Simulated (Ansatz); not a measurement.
# C2H3Ge (SMILES [C]#[C][GeH3]) at UBHLYP/def2-SVPD

What is the vertical doublet–quartet gap of C2H3Ge at UBHLYP/def2-SVPD? 

The calculation is run with Ansatz 0.2.0.

55 further runs of the same task are left out: 6 that didn't finish, 49 set aside as unsound or not needed. Runs told in other sessions of the task aren't counted.

**1. Starting point**

C2H3Ge: 6 atoms, total charge 0, spin state doublet. SMILES: `[C]#[C][GeH3]`. The coordinates come from a PBE0-D4/def2-TZVP relaxation.

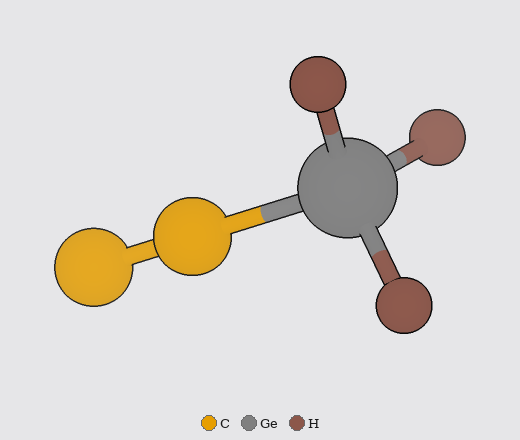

Viewed from a chosen angle; carbon amber, germanium grey, hydrogen brown.

**2. The energy at UBHLYP/def2-SVPD**

The input, molecule.yaml:

```yaml
crystal:
  periodic: [false, false, false]
  atoms:
    - {symbol: C, position_ang: [1.063000, -1.993700, 1.127200]}
    - {symbol: C, position_ang: [0.554800, -1.039400, 0.581600]}
    - {symbol: Ge, position_ang: [-0.244200, 0.461100, -0.277700]}
    - {symbol: H, position_ang: [-1.482100, -0.028100, -1.035900]}
    - {symbol: H, position_ang: [0.783700, 1.059700, -1.242900]}
    - {symbol: H, position_ang: [-0.633000, 1.476400, 0.801400]}
basis:
  gaussian:
    orbitals: def2-SVPD
magnetization:
  spin_polarized: true
  initial_magnetization: 1
hamiltonian:
  xc: {name: BHLYP}
accuracy: high
output:
  orbitals: {seedname: orbitals}
```

The run is started by

```bash
$ ansatz run molecule.yaml --threads 1 --pin off --max-ram 3480MiB --events-out events.jsonl --progress --plain --runs-dir runs
```

The log of the run:

```text
Warning: RAYON_NUM_THREADS=1 ignored (pool sized by the plan → 1); use --threads N
Functional definition: BHLYP
  name "BHLYP"
  parameter a = 0.5
  exchange = (1 - a)*b88_x + a*exact_x
  correlation = lyp_c
2013 factors; integrals over basis functions are off by at most 4.5e-9 eV
mean field evaluation 1: about -58622.7840 eV, gradient 2.1e1 eV
mean field evaluation 2: about -58623.3845 eV, gradient 1.9e1 eV
mean field evaluation 4: about -58625.0761 eV, gradient 1.8e0 eV
mean field evaluation 8: about -58625.1708 eV, gradient 2.6e-1 eV
mean field evaluation 16: about -58625.1753 eV, gradient 3.0e-4 eV
mean field evaluation 32: about -58625.1753 eV, gradient 5.7e-8 eV
mean field -58625.17528288 eV, -2154.4354540749 hartree, gradient 5.7e-8 eV, S^2 0.793424; 4 other end points of the search recorded, 0 dependent functions left out
reference -58625.17531110 eV, -2154.4354551119 hartree; 24, 23 occupied and 78, 79 virtual orbitals, 2013 factors
Total energy: -58625.17531110 eV, -2154.4354551119 hartree
```

Wall time 25 s (1 thread of Arm Neoverse V1, shared host); peak memory 0.46 GiB.

**3. The quartet at the same level**

The input, input.yaml:

```yaml
crystal:
  periodic: [false, false, false]
  atoms:
    - {symbol: C, position_ang: [1.063000, -1.993700, 1.127200]}
    - {symbol: C, position_ang: [0.554800, -1.039400, 0.581600]}
    - {symbol: Ge, position_ang: [-0.244200, 0.461100, -0.277700]}
    - {symbol: H, position_ang: [-1.482100, -0.028100, -1.035900]}
    - {symbol: H, position_ang: [0.783700, 1.059700, -1.242900]}
    - {symbol: H, position_ang: [-0.633000, 1.476400, 0.801400]}
basis:
  gaussian:
    orbitals: def2-SVPD
hamiltonian:
  xc: {name: BHLYP}
accuracy: high
magnetization:
  spin_polarized: true
  initial_magnetization: 3
output:
  orbitals: {seedname: orbitals}
```

The run is started by

```bash
$ ansatz run input.yaml --threads 1 --pin off --max-ram 3480MiB --events-out events.jsonl --progress --plain --runs-dir runs
```

The log of the run:

```text
Warning: RAYON_NUM_THREADS=1 ignored (pool sized by the plan → 1); use --threads N
Functional definition: BHLYP
  name "BHLYP"
  parameter a = 0.5
  exchange = (1 - a)*b88_x + a*exact_x
  correlation = lyp_c
2013 factors; integrals over basis functions are off by at most 4.5e-9 eV
mean field evaluation 1: about -58614.8652 eV, gradient 2.5e1 eV
mean field evaluation 2: about -58612.9749 eV, gradient 3.2e1 eV
mean field evaluation 4: about -58619.7877 eV, gradient 1.7e0 eV
mean field evaluation 8: about -58620.1434 eV, gradient 3.8e-1 eV
mean field evaluation 16: about -58620.2164 eV, gradient 2.4e-3 eV
mean field evaluation 32: about -58620.2164 eV, gradient 4.9e-4 eV
mean field evaluation 64: about -58620.2126 eV, gradient 8.2e-1 eV
mean field -58620.21642350 eV, -2154.2532193538 hartree, gradient 2.3e-8 eV, S^2 3.768472; 6 other end points of the search recorded, 0 dependent functions left out
reference -58620.21645188 eV, -2154.2532203967 hartree; 25, 22 occupied and 77, 80 virtual orbitals, 2013 factors
Total energy: -58620.21645188 eV, -2154.2532203967 hartree
```

Wall time 3.1 min (1 thread of Arm Neoverse V1, shared host); peak memory 0.56 GiB.

**4. Results**

At UBHLYP/def2-SVPD:

| quantity | value |
| --- | --- |
| doublet: total energy | -2154.43546 Eh |
| doublet: HOMO energy (highest over α and β) | -9.34 eV |
| doublet: LUMO energy (lowest over α and β) | -3.56 eV |
| doublet: ⟨S²⟩ | 0.793 |
| quartet: total energy | -2154.25322 Eh |
| quartet: HOMO energy (highest over α and β) | -4.41 eV |
| quartet: LUMO energy (lowest over α and β) | -3.55 eV |
| quartet: ⟨S²⟩ | 3.768 |
| vertical energy of the quartet above the doublet | 4.959 eV |

**Reading.** At this shape the quartet lies 4.96 eV (114 kcal/mol) above the doublet.
